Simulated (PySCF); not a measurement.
# One shape, several levels: GaAsH3F3 (SMILES [F][Ga]([F])([F])<-[AsH3])

We compute a comparison of 6 runs (HF/STO-3G, HF/3-21G, HF/6-311G**, wB97X/6-31G, B3LYP/6-31G*, wB97X/6-31G*) of GaAsH3F3. The job is set up through a Python script.

Program for the calculation: PySCF 2.14.0.

**1. Starting point**

GaAsH3F3 has 8 atoms, charge 0, and is taken as a singlet. SMILES: `[F][Ga]([F])([F])<-[AsH3]`. The shape comes from GFN2-xTB, which is rough for such elements, and wasn't checked as a minimum.

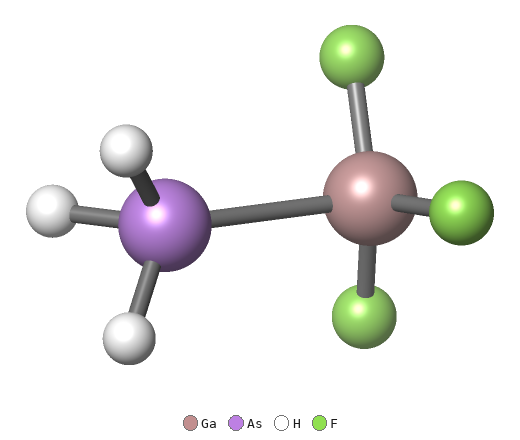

Viewed from a chosen angle; gallium pink, arsenic purple, hydrogen white, fluorine green.

**2. Energy and forces at HF/STO-3G (run 1)**

run.py

```python
from pyscf import gto, scf

system = gto.M(
    atom='''
Ga    -0.006954     0.021448    -2.829581
As     0.011981    -0.012208     2.112582
H      1.398832     1.910438     3.627348
H      0.984132    -2.204876     3.587475
H     -2.359323     0.212802     3.605144
F      3.237479    -0.018311    -3.386767
F     -1.594532     2.858986    -3.354774
F     -1.671614    -2.768279    -3.361407
''',
    basis='sto-3g',
    max_memory=1860,
    verbose=4,
    unit='bohr',
)

myscf = scf.RHF(system)
myscf.conv_tol = 1e-10
myscf.kernel()
if not myscf.converged:
    myscf = myscf.newton().run(myscf.mo_coeff, myscf.mo_occ)

energy = myscf.e_tot
print('Final energy', energy)
grad = myscf.nuc_grad_method().kernel()
dip = myscf.dip_moment()
pop, q = myscf.mulliken_pop()
```

Launch:

```bash
$ OMP_NUM_THREADS=1 python run.py
```

Log:

```text
PySCF version 2.14.0

[... 66 lines left out ...]
converged SCF energy = -4406.03753796623
Final energy -4406.037537966227
[... 11 lines left out ...]
Dipole moment(X, Y, Z, Debye):  0.02421, -0.03853,  5.97180
[... 63 lines left out ...]
charge of    7F =     -0.34226
```

Run time: 11 s. Hardware: 1 thread of Intel Xeon at 2.50GHz (Skylake/Cascade Lake), shared host; peak memory 0.12 GiB.

**3. Energy and forces at HF/3-21G (run 2)**

job.py

```python
from pyscf import gto, scf

molecule = gto.M(
    atom='''
Ga    -0.003680     0.011350    -1.497350
As     0.006340    -0.006460     1.117930
H      0.740230     1.010960     1.919510
H      0.520780    -1.166770     1.898410
H     -1.248500     0.112610     1.907760
F      1.713200    -0.009690    -1.792200
F     -0.843790     1.512910    -1.775270
F     -0.884580    -1.464910    -1.778780
''',
    max_memory=1860,
    spin=0,
    verbose=3,
    basis='3-21g',
)

myscf = scf.RHF(molecule)
myscf.conv_tol = 1e-10
myscf.kernel()
if not myscf.converged:
    myscf = myscf.newton().run(myscf.mo_coeff, myscf.mo_occ)

etot = myscf.e_tot
print(f'total energy: {etot:.8f} hartree')
grad = myscf.nuc_grad_method().kernel()
myscf.analyze()
```

Launch:

```bash
$ OMP_NUM_THREADS=1 python job.py
```

Log:

```text
converged SCF energy = -4435.87961644764
[... 14 lines left out ...]
MO #5   energy= -49.7861220986331  occ= 2
[... 8 lines left out ...]
MO #14  energy= -8.0489468100718   occ= 2
[... 8 lines left out ...]
MO #23  energy= -2.10113661044973  occ= 2
[... 8 lines left out ...]
MO #32  energy= -1.17233406047764  occ= 2
[... 8 lines left out ...]
MO #41  energy= -0.570709122165712 occ= 2
[... 8 lines left out ...]
MO #50  energy= 0.125443798194839  occ= 0
[... 8 lines left out ...]
MO #59  energy= 0.528734659548744  occ= 0
[... 8 lines left out ...]
MO #68  energy= 2.27183749371846   occ= 0
[... 8 lines left out ...]
MO #77  energy= 3.79309812043614   occ= 0
[... 9 lines left out ...]
Dipole moment(X, Y, Z, Debye):  0.02321, -0.03926,  5.84620
```

It took 12 s on 1 thread of Intel Xeon at 2.50GHz (Skylake/Cascade Lake), shared host; peak memory 0.15 GiB.

Runs 3 to 5 aren't shown in full; the table further down has their settings and results.

**4. Energy and gradient at wB97X/6-31G(d) (spherical functions) (run 6)**

calc.py

```python
from pyscf import gto, dft

mol = gto.M(
    atom='''
Ga    -0.003680     0.011350    -1.497350
As     0.006340    -0.006460     1.117930
H      0.740230     1.010960     1.919510
H      0.520780    -1.166770     1.898410
H     -1.248500     0.112610     1.907760
F      1.713200    -0.009690    -1.792200
F     -0.843790     1.512910    -1.775270
F     -0.884580    -1.464910    -1.778780
''',
    charge=0,
    basis='6-31g*',
    spin=0,
    verbose=4,
    max_memory=1860,
)

calc0 = dft.RKS(mol)
calc0.xc = 'wb97x'
calc0.grids.level = 5
calc0.conv_tol = 1e-10
calc0.kernel()
if not calc0.converged:
    calc0 = calc0.newton().run(calc0.mo_coeff, calc0.mo_occ)

e_tot = calc0.e_tot
print('E(%s) = %.9f' % ('WB97X', e_tot))
grad = calc0.nuc_grad_method().kernel()
calc0.analyze()
```

Launch:

```bash
$ OMP_NUM_THREADS=1 python calc.py
```

Log:

```text
PySCF version 2.14.0

[... 97 lines left out ...]
DFT Exchange-Correlation Energy =     -190.817151000800862
[... 15 lines left out ...]
MO #14  energy= -7.17867508891251  occ= 2
[... 13 lines left out ...]
MO #28  energy= -1.23962170894309  occ= 2
[... 13 lines left out ...]
MO #42  energy= -0.474950314330281 occ= 2
[... 13 lines left out ...]
MO #56  energy= 0.244223593649513  occ= 0
[... 13 lines left out ...]
MO #70  energy= 0.816919787338277  occ= 0
[... 13 lines left out ...]
MO #84  energy= 1.51224684357056   occ= 0
[... 13 lines left out ...]
MO #98  energy= 2.34129239917427   occ= 0
[... 13 lines left out ...]
MO #112 energy= 4.02259421515939   occ= 0
[... 123 lines left out ...]
Dipole moment(X, Y, Z, Debye):  0.02112, -0.04135,  5.85098
```

It took 4.9 min on 1 thread of Intel Xeon at 2.50GHz (Skylake/Cascade Lake), shared host; peak memory 1.1 GiB.

**5. All runs side by side**

```tsv
run	level	integration grid	energy (Eh)	dipole moment (D)	HOMO energy (eV)	LUMO energy (eV)	wall time
1	HF/STO-3G	–	-4406.037538	5.97	-6.08	9.12	11 s
2	HF/3-21G	–	-4435.879616	5.85	-12.94	2.54	12 s
3	HF/6-311G**	–	-4457.636560	6.12	-13.12	2.23	95 s
4	wB97X/6-31G	5	-4461.439429	6.31	-12.03	1.15	3.3 min
5	B3LYP/6-31G* (spherical functions)	5	-4461.682566	5.72	-9.33	-1.08	2.3 min
6	wB97X/6-31G* (spherical functions)	5	-4461.622281	5.85	-11.84	1.44	4.9 min
```

**6. What came out**

| quantity | value |
| --- | --- |
| run 6: total energy | -4461.62228 Eh |
| run 6: dipole moment | 5.85 D |
| run 6: HOMO energy | -11.84 eV |
| run 6: LUMO energy | 1.44 eV |
| run 6: HOMO–LUMO gap | 13.28 eV |
| run 6: largest force on an atom | 0.518 eV/Å |

What this shows: The dipole moment (its size) runs from 5.72 D (B3LYP/6-31G*) to 6.31 D (wB97X/6-31G). The two ends differ in method and basis. The HOMO–LUMO gap runs from 8.25 eV (B3LYP/6-31G*) to 15.48 eV (HF/3-21G). Totals of different functionals can't be ranked against each other. In run 1 the basis is minimal, so the values are rough. All runs together took 13 min, the longest 4.9 min.
